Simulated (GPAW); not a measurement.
**TiTe2: optical spectrum from first principles**

Aim: the dielectric function of TiTe2, and the optical constants that follow from it.

Main program and level: GPAW 26.7.0; DFT, PBE, plane-wave PAW (GPAW data sets), scalar-relativistic, RPA, optical limit.

## Step 1: Starting point

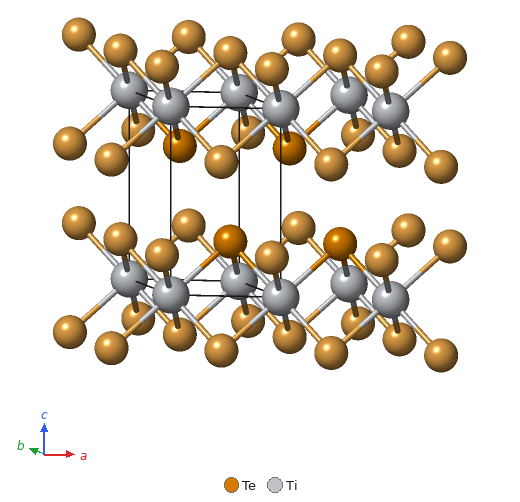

Start, viewed slightly off an axis; tellurium orange, titanium light grey. 2×1×1 cells are drawn. Some periodic images of atoms are drawn too.

## Step 2: Ground state

First the ground state: is it a metal or has it a gap?

This step: DFT, PBE, plane-wave PAW (GPAW data sets), scalar-relativistic, ground state (GPAW 26.7.0).

File gs.py:

```python
from ase import Atoms
from ase.dft.bandgap import bandgap
from gpaw import GPAW, PW, FermiDirac

atoms = Atoms(['Te', 'Te', 'Ti'],
              cell=[[3.777000000004, 0.000000000000, 0.000000000000],
                    [-1.888500000002, 3.270977950097, 0.000000000000],
                    [0.000000000000, 0.000000000000, 6.498000000000]],
              scaled_positions=[[0.333333333333, 0.666666666667, 0.737200000000],
                                [0.666666666667, 0.333333333333, 0.262800000000],
                                [0.000000000000, 0.000000000000, 0.000000000000]],
              pbc=[True, True, True])
atoms.calc = GPAW(mode=PW(450), xc='PBE', kpts={'size': (7, 7, 4), 'gamma': True},
                  occupations=FermiDirac(0.05), maxiter=150, txt='gs.txt')
print('energy (eV)', atoms.get_potential_energy())
print('Fermi level (eV)', atoms.calc.get_fermi_level())
print('valence electrons', atoms.calc.get_number_of_electrons())
print('gap (eV)', bandgap(atoms.calc, output=None)[0])
print('direct gap (eV)', bandgap(atoms.calc, direct=True, output=None)[0])
atoms.calc.write('gs.gpw')
```

Run with:

```
OMP_NUM_THREADS=1 python gs.py
```

Numbers of over 12 decimals in the logs are rounded to 6 here.

What it wrote:

```text
__  _  _
 | _ |_)|_||  |
 |__||  | ||/\| - 26.7.0

Versions:
  Python: 3.12.14
  ASE:    3.29.0
  Numpy:  2.5.5
  Scipy:  1.18.1
  Libxc:  7.0.0

Input parameters:
  mode=PW(ecut=450.000000),
  kpts=MonkhorstPack(size=(7, 7, 4), gamma=True),
  maxiter=150,
  occupations=Occupations(name='fermi-dirac', width=0.05, fixmagmom=False),
  xc=XC(name='PBE')

Diagonalizing LCAO Hamiltonian
Converting LCAO to pw mode

        Te

            Te

       Ti

Atoms  # Å, Bohr magnetons
|   | symbol |         x |        y |        z |    initial magnetic moments |
| 0 |     Te | -0.000000 | 2.180652 | 4.790326 | ( 0.0000,  0.0000,  0.0000) |
| 1 |     Te |  1.888500 | 1.090326 | 1.707674 | ( 0.0000,  0.0000,  0.0000) |
| 2 |     Ti |  0.000000 | 0.000000 | 0.000000 | ( 0.0000,  0.0000,  0.0000) |

Unit cell  # Å
| periodic |         x |        y |        z |  lengths |     angles |
|      yes |  3.777000 | 0.000000 | 0.000000 | 3.777000 |  90.000000 |
|      yes | -1.888500 | 3.270978 | 0.000000 | 3.777000 |  90.000000 |
|      yes |  0.000000 | 0.000000 | 6.498000 | 6.498000 | 120.000000 |

Number of symmetries: 12
Symmetry operations  # r_c * U_cc + t_c -> r_c
|    | kind |            matrix            |
|  0 |  σ   |  1, 1, 0,  0,-1, 0,  0, 0, 1 |
|  1 |  S6  |  1, 1, 0, -1, 0, 0,  0, 0,-1 |
|  2 |  E   |  1, 0, 0,  0, 1, 0,  0, 0, 1 |
|  3 |  C2  |  1, 0, 0, -1,-1, 0,  0, 0,-1 |
|  4 |  C2  |  0, 1, 0,  1, 0, 0,  0, 0,-1 |
|  5 |  C3  |  0, 1, 0, -1,-1, 0,  0, 0, 1 |
|  6 |  S6  |  0,-1, 0,  1, 1, 0,  0, 0,-1 |
|  7 |  σ   |  0,-1, 0, -1, 0, 0,  0, 0, 1 |
|  8 |  σ   | -1, 0, 0,  1, 1, 0,  0, 0, 1 |
|  9 |  i   | -1, 0, 0,  0,-1, 0,  0, 0,-1 |
| 10 |  C3  | -1,-1, 0,  1, 0, 0,  0, 0, 1 |
| 11 |  C2  | -1,-1, 0,  0, 1, 0,  0, 0,-1 |

BZ-sampling:
  Number of BZ points: 196
  Number of IBZ points: 28

  Monkhorst-Pack size: [7, 7, 4]
  Monkhorst-Pack shift: [0.0, 0.0, 0.125]

K-points  # in reciprocal-cell coordinates
|     |                                coordinates |     weight |
|   0 | (  0.00000000,   0.00000000,   0.00000000) | 0.00510204 |
|   1 | (  0.00000000,   0.00000000,   0.25000000) | 0.01020408 |
|   2 | (  0.00000000,   0.00000000,   0.50000000) | 0.00510204 |
|   3 | (  0.14285714,   0.00000000,  -0.25000000) | 0.03061224 |
|   4 | (  0.14285714,   0.00000000,   0.00000000) | 0.03061224 |
|   5 | (  0.14285714,   0.00000000,   0.25000000) | 0.03061224 |
|   6 | (  0.14285714,   0.00000000,   0.50000000) | 0.03061224 |
|   7 | (  0.28571429,  -0.14285714,   0.00000000) | 0.03061224 |
|   8 | (  0.28571429,  -0.14285714,   0.25000000) | 0.06122449 |
|   9 | (  0.28571429,  -0.14285714,   0.50000000) | 0.03061224 |
| ... |                                            |            |
|  27 | (  0.42857143,   0.42857143,   0.50000000) | 0.03061224 |

Plane wave coefficients: 1786
Cutoff: 450.000000 eV

Spin-components: 1 (collinear spins)
Bands:           19
Projectors:      16
Spin-degeneracy: 2
Datatype:        complex128

Parallelization:
  kpt:    1
  domain: 1
  band:   1

Density:
  Valence electrons: 24.0
  Components: 1
  Grid points: [20 20 32]
  Charge: 0.0  # |e|

Potential:
  Grid points: [20 20 32]

species:
  Te:
    name:    Tellurium
    id:
    Z:       52.0
    valence: 6
    core:    46
    charge:  0.0  # [|e|]
    compensation charges:
      type: gauss
      rc: 0.36  # [Å]
      lmax: 2
    cutoffs:
      filter: 2.09  # [Å]
      core: 3.17  # [Å]
    projectors
    | kind |    occ | energy [eV] | rcut [Å] |
    |   5s |  2.000 |     -15.089 |    1.180 |
    |   5p |  4.000 |      -5.955 |    1.196 |
    |    s |        |      12.123 |    1.180 |
    |    p |        |      21.256 |    1.196 |
    |    d |        |       0.000 |    1.238 |

    Using partial waves for Te as LCAO basis

  Ti:
    name:    Titanium
    id:
    Z:       22.0
    valence: 12
    core:    10
    charge:  0.0  # [|e|]
    compensation charges:
      type: gauss
      rc: 0.38  # [Å]
      lmax: 2
    cutoffs:
      filter: 2.23  # [Å]
      core: 1.02  # [Å]
    projectors
    | kind |    occ | energy [eV] | rcut [Å] |
    |   3s |  2.000 |     -62.623 |    1.270 |
    |   4s |  2.000 |      -4.466 |    1.270 |
    |   3p |  6.000 |     -38.862 |    1.058 |
    |   4p |  0.000 |      -1.466 |    1.058 |
    |   3d |  2.000 |      -4.258 |    1.058 |
    |    d |        |      22.953 |    1.058 |

    Using partial waves for Ti as LCAO basis

Reference energy: -392805.381149  # eV

eigensolver:
  PPCG
  Converge bands: occupied
  niter=2

density mixing:
  MSR1-Mixer
  Pratt-step length: 0.05
  Maximum mixing coefficient: 0.75
  Old densities: 10
  SVD Regularization: 0.005
  Good broyden scale: 1.0
  Trust region scale: 1.0
  Backstep threshold: 4.0
  History deletion threshold: 6.0
  Fourier metric: weight=20.0, sigma=0.015

occupation numbers:
  Fermi-Dirac:
    width: 0.0500  # eV

poisson solver:
  ecut: 3600.000000  # eV

xc functional:
  name: PBE with 2 nearest neighbor stencil

convergence criteria:
- Maximum [total energy] change in last 3 cyles: 0.0005 eV / valence electron
- Maximum integral of absolute [dens]ity change: 0.0001 electrons / valence electron
- Maximum integral of absolute [eigenst]ate change: 4e-08 eV^2 / valence electron
maximum number of iterations: 150

SCF iterations
|iter     |      energy | eigst |  dens |
|iter:   1||  -15.319295 | +0.00 |       |
|iter:   2||  -15.281461 | -2.19 | -1.23 |
|iter:   3||  -15.489375 | -1.28 | -1.27 |
|iter:   4||  -15.353414 | -1.57 | -1.19 |
|iter:   5||  -15.144628 | -2.16 | -1.29 |
|iter:   6||  -15.147882 | -2.87 | -1.92 |
|iter:   7||  -15.146125c| -3.75 | -2.41 |
|iter:   8||  -15.146092c| -4.62 | -3.02 |
|iter:   9||  -15.146092c| -6.28 | -3.79 |
|iter:  10||  -15.146091c| -7.37 | -4.38c|
|iter:  11||  -15.146091c| -7.80c| -5.07c|

Converged in 11 steps
SCF loop duration: 11.241 s (1.022 s/step)
Energy contributions relative to reference atoms: (reference = -392805.381149)

Energy contributions:
  Kinetic:          25.351365
  Coulomb:         -25.537103
  Zero:              0.269884
  External:          0.000000
  Xc:              -15.224898
  Entropy:          -0.010678
  Spinorbit:         0.000000
  ----------------------------
  Free energy:     -15.151430
  Extrapolated:    -15.146091

dipole moment: (-6.004331, -10.399806, -20.659859)  # |e|*Ang

Fermi level: 6.634
Eigenvalues  # (at kpt = [0.000, 0.000, 0.000])
| band index |      eig [eV] | occ [0-2] |
|          0 |       -50.816 |     2.000 |
|          1 |       -27.078 |     2.000 |
|          2 |       -27.078 |     2.000 |
|          3 |       -27.045 |     2.000 |
|          4 |        -5.732 |     2.000 |
|          5 |        -4.228 |     2.000 |
|          6 |         1.432 |     2.000 |
|          7 |         4.974 |     2.000 |
|          8 |         4.974 |     2.000 |
|          9 |         7.008 |     0.001 |
|         10 |         7.056 |     0.000 |
|         11 |         7.056 |     0.000 |
|         12 |         7.222 |     0.000 |
|         13 |         7.717 |     0.000 |
|         14 |         7.717 |     0.000 |
|         15 |         9.719 |     0.000 |
|         16 |         9.719 |     0.000 |
|        ... |               |           |
|         18 |        12.600 |     0.000 |

No gap
No difference between direct/indirect transitions

--- standard output ---
energy (eV) -15.146091
Fermi level (eV) 6.634265
valence electrons 24.0
gap (eV) 0.0
direct gap (eV) 0.0
```

It took 13 s on 1 thread of Arm Neoverse V2, shared host; peak memory 0.16 GiB.

This step gave:

* energy: -15.15 eV
* Fermi energy: 6.634 eV
* electrons: 24

There are states at the Fermi level within the smearing, so the occupations stay smeared and the carriers get a Drude term.

## Step 3: Bands for the response

The response needs many more empty bands than the density does.

This step: DFT, PBE, plane-wave PAW (GPAW data sets), scalar-relativistic, bands at fixed density (GPAW 26.7.0).

File nscf.py:

```python
from ase.dft.bandgap import bandgap
from gpaw import GPAW, FermiDirac

calc = GPAW('gs.gpw').fixed_density(kpts={'size': (14, 14, 8), 'gamma': True}, nbands=57, convergence={'bands': 51},
                                    occupations=FermiDirac(0.05), txt='nscf.txt')
print('gap (eV)', bandgap(calc, output=None)[0])
print('direct gap (eV)', bandgap(calc, direct=True, output=None)[0])
print('top band over the Fermi level (eV)', min(calc.get_eigenvalues(kpt=k)[50] for k in range(len(calc.get_ibz_k_points()))) - calc.get_fermi_level())
calc.write('full.gpw', mode='all')
```

Run with:

```
OMP_NUM_THREADS=1 python nscf.py
```

What it wrote:

```text
Diagonalizing LCAO Hamiltonian
Converting LCAO to pw mode
convergence criteria:
- Maximum integral of absolute [eigenst]ate change: 4e-08 eV^2 / valence electron
maximum number of iterations: 150

SCF iterations
|iter     |      energy | eigst |  dens |
|iter:   1||             | +3.56 |       |
|iter:   2||             | +2.29 |       |
|iter:   3||             | +1.30 |       |
|iter:   4||             | +0.10 |       |
|iter:   5||             | -0.78 |       |
|iter:   6||             | -1.70 |       |
|iter:   7||             | -2.39 |       |
|iter:   8||             | -3.26 |       |
|iter:   9||             | -3.92 |       |
|iter:  10||             | -4.71 |       |
|iter:  11||             | -5.32 |       |
|iter:  12||             | -5.95 |       |
|iter:  13||             | -6.51 |       |
|iter:  14||             | -7.03 |       |
|iter:  15||             | -7.42c|       |
SCF steps: 15
  __  _  _
 | _ |_)|_||  |
 |__||  | ||/\| - 26.7.0

Versions:
  Python: 3.12.14
  ASE:    3.29.0
  Numpy:  2.5.5
  Scipy:  1.18.1
  Libxc:  7.0.0

Input parameters:
  mode=PW(ecut=450.000000),
  convergence={'bands': 51},
  gpts=array([20, 20, 32]),
  kpts=MonkhorstPack(size=(14, 14, 8), gamma=True),
  maxiter=150,
  nbands=57,
  occupations=Occupations(name='fermi-dirac', width=0.05, fixmagmom=False),
  parallel={},
  xc=XC(name='PBE')

--- standard output ---
gap (eV) 0.0
direct gap (eV) 0.0
top band over the Fermi level (eV) 26.367556
```

Wall time 4.5 min (1 thread); peak memory 0.48 GiB.

## Step 4: Dielectric function, RPA

Transitions between filled and empty bands, summed over the zone, give the optical response, so mesh, band count and broadening shape it.

The induced potential is part of this response.

This step: DFT, PBE, plane-wave PAW (GPAW data sets), scalar-relativistic, RPA, optical limit (GPAW 26.7.0).

File df.py:

```python
from gpaw.response.df import DielectricFunction

df = DielectricFunction('full.gpw', frequencies={'type': 'nonlinear', 'domega0': 0.03, 'omega2': 8},
                        ecut=50,
                        eta=0.15,
                        nbands=51,
                        rate=0.05,
                        txt='df.txt')
for direction in ['x', 'z']:
    df.get_dielectric_function(xc='RPA', direction=direction, filename=f'df_{direction}.csv')
```

Run with:

```
OMP_NUM_THREADS=1 python df.py
```

What it wrote:

```text
Using integrator: PointIntegrator
NonLinearFrequencyDescriptor(from 0.000 to 89.957 eV, 531 points)
Nonperiodic BCs:  [False False False]
Using integrator: PointIntegrator
NonLinearFrequencyDescriptor(from 0.000 to 89.957 eV, 531 points)
Nonperiodic BCs:  [False False False]
Using integrator: PointIntegrator

Calculating chi0 body with:
    Ground state adapter containing:
    Number of spins: 1
    Number of kpoints: 1568
    Number of irreducible kpoints: 168
    Number of completely occupied states: 9
    Number of partially occupied states: 13

    Linear response parametrization:
    q_c: [0.0, 0.0, 0.0]
    Number of frequency points: 531
    Planewave cutoff: 50.0
    Number of bands: 51
    Number of planewaves: 67
    Broadening (eta): 0.15

Integrating chi0 body.

Symmetries of q_c:
    Direct symmetries (Uq -> q): 12
    Indirect symmetries (TUq -> q): 0
In total 12 allowed symmetries.

168 groups of equivalent kpoints. 89.285714% reduction.

Integral kind: spectral function

Calculating chi0 optical extensions with:
    Ground state adapter containing:
    Number of spins: 1
    Number of kpoints: 1568
    Number of irreducible kpoints: 168
    Number of completely occupied states: 9
    Number of partially occupied states: 13

    Linear response parametrization:
    Number of frequency points: 531
    Planewave cutoff: 50.0
    Number of bands: 51
    Number of planewaves: 67
    Broadening (eta): 0.15
Integrating chi0 head and wings.

Symmetries of q_c:
    Direct symmetries (Uq -> q): 12
    Indirect symmetries (TUq -> q): 0
In total 12 allowed symmetries.

168 groups of equivalent kpoints. 89.285714% reduction.

Integral kind: spectral function wings

Calculating drude chi0 with:
    Number of frequency points:531
    Plasma frequency decay rate: 0.05 eV

    Ground state adapter containing:
    Number of spins: 1
    Number of kpoints: 1568
    Number of irreducible kpoints: 168
    Number of completely occupied states: 9
    Number of partially occupied states: 13

Symmetries of q_c:
    Direct symmetries (Uq -> q): 12
    Indirect symmetries (TUq -> q): 0
In total 12 allowed symmetries.

168 groups of equivalent kpoints. 89.285714% reduction.

Integral kind: intraband
Plasma frequency:
[[3.35+0.j 0.  -0.j 0.  +0.j]
 [0.  -0.j 3.35+0.j 0.  +0.j]
 [0.  +0.j 0.  +0.j 2.44-0.j]]
```

The job ended after 48 s (1 thread; peak memory 0.36 GiB).

This step gave:

```
centre of weight of the strongest loss peak in the window : 18.14 eV
```

The Im ε has structure finer than the step of the table below, so its rows give means over 2.5 eV, whole bins alone (the curve runs from 0.305 to 26.3 eV). Peaks (eV: height): E ∥ x 0.75: 37.9; E ∥ z 2.74: 8.77, 3.76: 8.73, 6.76: 6.66.

Sum at mesh points, not converged in k. Table of Im ε by photon energy; means over each step:

```
photon energy (eV)  E ∥ x  E ∥ z
               2.5   10.9   7.90
               5.0   5.84   6.69
               7.5   4.68   5.34
              10.0   2.35   2.57
              12.5   1.26   1.46
              15.0  0.752  0.738
              17.5  0.342  0.376
              20.0  0.223  0.249
              22.5  0.196  0.220
              25.0  0.164  0.176
```

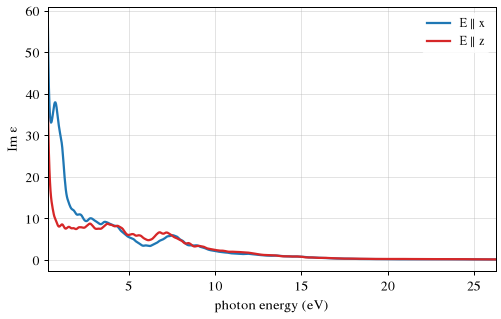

Im ε, plotted against photon energy.

Values under 1 per cm are given as 1; sum at mesh points, not converged in k. The absorption coefficient by photon energy:

```
photon energy (eV)  E ∥ x (1/cm)  E ∥ z (1/cm)
              1.99         4.5e5         2.6e5
              3.98         8.3e5         6.9e5
              6.02         7.8e5         8.7e5
              8.03         1.5e6         1.5e6
             10.03         1.4e6         1.4e6
             12.02         1.3e6         1.5e6
             14.04         1.2e6         1.3e6
             16.03         1.1e6         1.0e6
             18.05         6.4e5         6.9e5
             20.06         4.0e5         4.1e5
             22.02         3.2e5         3.5e5
             24.04         3.1e5         3.5e5
             25.94         2.4e5         2.5e5
```

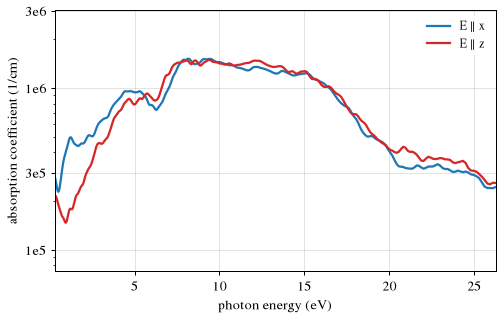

Absorption coefficient, plotted against photon energy.

The reflectivity at normal incidence has structure finer than the step of the table below, so its rows give means over 2 eV, whole bins alone (the curve runs from 0.305 to 26.3 eV). Peaks (eV: height): E ∥ x 9.5: 42.0; E ∥ z 8.1: 39.8, 12.5: 37.7, 15.2: 36.8.

Sum at mesh points, not converged in k. Table of reflectivity at normal incidence by photon energy; means over each step:

```
photon energy (eV)  E ∥ x (%)  E ∥ z (%)
                 2       46.5       32.2
                 4       39.2       33.0
                 6       28.2       29.2
                 8       36.2       37.5
                10       39.8       36.0
                12       34.2       34.9
                14       30.9       33.9
                16       32.9       32.2
                18       21.4       21.6
                20       9.72       9.41
                22       4.47       5.10
                24       3.03       3.50
```

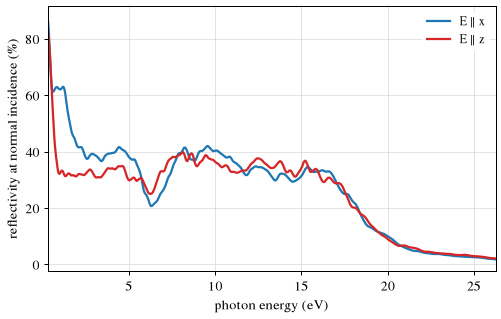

Reflectivity at normal incidence against photon energy.

Sum at mesh points, not converged in k. Table of Im ε, E ∥ x by photon energy; read off at these points:

```
photon energy (eV)  without local fields  with local fields
               0.7                  38.5               37.7
               2.0                  11.2               10.9
               4.0                  8.87               8.56
               6.0                  3.63               3.51
               7.6                  6.87               5.92
               8.0                  5.64               4.89
              10.0                  2.50               2.20
              12.0                  1.62               1.48
              14.0                 0.693              0.916
              16.0                 0.365              0.546
              18.0                 0.231              0.295
              20.0                 0.163              0.220
              22.0                 0.152              0.194
              24.0                 0.115              0.184
              26.0                0.0803              0.140
```

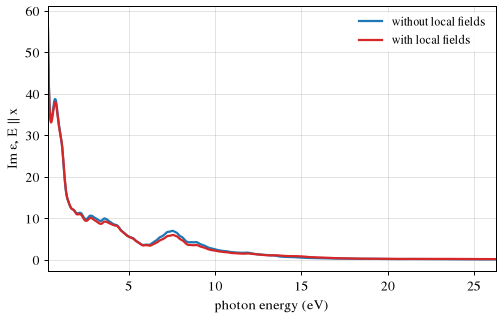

Im ε, E ∥ x against photon energy.

The loss function −Im 1/ε at q → 0 has structure finer than the step of the table below, so its rows give means over 2 eV, whole bins alone (the curve runs from 0.305 to 26.3 eV). Peaks (eV: height): E ∥ x 18.3: 3.44; E ∥ z 17.7: 3.06.

Sum at mesh points, not converged in k. Loss function −Im 1/ε at q → 0 against energy loss; means over each step:

```
energy loss (eV)   E ∥ x   E ∥ z
               2  0.0801  0.0774
               4   0.124   0.111
               6   0.233   0.166
               8   0.199   0.198
              10   0.326   0.329
              12   0.556   0.472
              14   0.863   0.785
              16    1.55    1.51
              18    2.98    2.84
              20    1.82    1.81
              22   0.865    1.03
              24   0.621   0.729
```

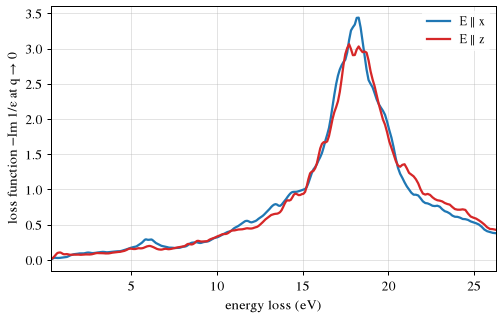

Loss function −Im 1/ε at q → 0 against energy loss.

Optical constants at common wavelengths, from n + ik = √ε:

```
wavelength (nm)   n x    k x  R (%) x  1/α x   n z    k z  R (%) z  1/α z
           1550  4.34  4.270     62.9  29 nm  2.38  1.945     37.4  63 nm
            800  2.37  2.836     51.1  22 nm  2.93  1.360     32.2  47 nm
            633  2.42  2.285     42.8  22 nm  2.92  1.280     31.3  39 nm
            532  2.37  2.161     40.8  20 nm  2.87  1.359     31.8  31 nm
            365  2.26  1.910     36.7  15 nm  2.64  1.433     31.0  20 nm
            308  2.06  2.065     39.5  12 nm  2.44  1.725     34.1  14 nm
            248  1.49  1.855     38.2  11 nm  1.94  1.560     29.9  13 nm
```

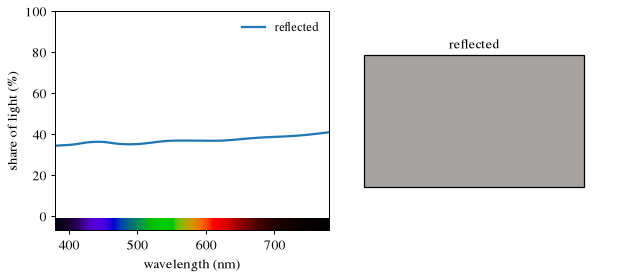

Light reflected across the visible range, with the colour that it makes of daylight (sRGB).

In reflection the computed colour is grey: x = 0.316, y = 0.331, luminous reflectivity 36 %.

## Step 5: Results

| Property | Result |
| --- | --- |
| centre of weight of the strongest loss peak in the window, first axis | 18.1 eV |

In words: At this level (PBE, RPA) TiTe2 is a metal. The mesh is too coarse to trust the carriers' weight, the reflectivity or the colour to better than tens of per cent. In reflection the computed colour is grey: x = 0.316, y = 0.331, luminous reflectivity 36 %. The carriers' damping of 0.05 eV is typed, not computed; it shapes the response at the lowest energies. Spin-orbit coupling is left out although heavy atoms are present. The curves end at 26 eV, about where the summed bands run out. In this version of GPAW the matrix elements of the optical limit are incomplete, which can lower ε − 1 by up to a tenth where first-row anions or d states rule, and shift it by more in d metals. GPAW's carrier term has the form −ωp²/(ω + i·rate)², which damps like twice the rate and fails at low energy, so the curves leave the lowest energies out. The sum runs over mesh points 0.14 Å⁻¹ apart with no interpolation, so peaks are partly noise of the mesh, and the Drude plasma energy, a sum over the Fermi surface, isn't converged.

[Machine, clock and banner lines and Python warnings are left out of the logs.]

[Logs are printed without paths, hosts, clocks, repeated set-up lines and the standing remarks that a program may print on its own settings, such as how far it seeks lower states.]

[Hosts, paths, dates, database ids (printed as entryN), source tags and the programs' standing remarks are cut or masked in the printed files.]
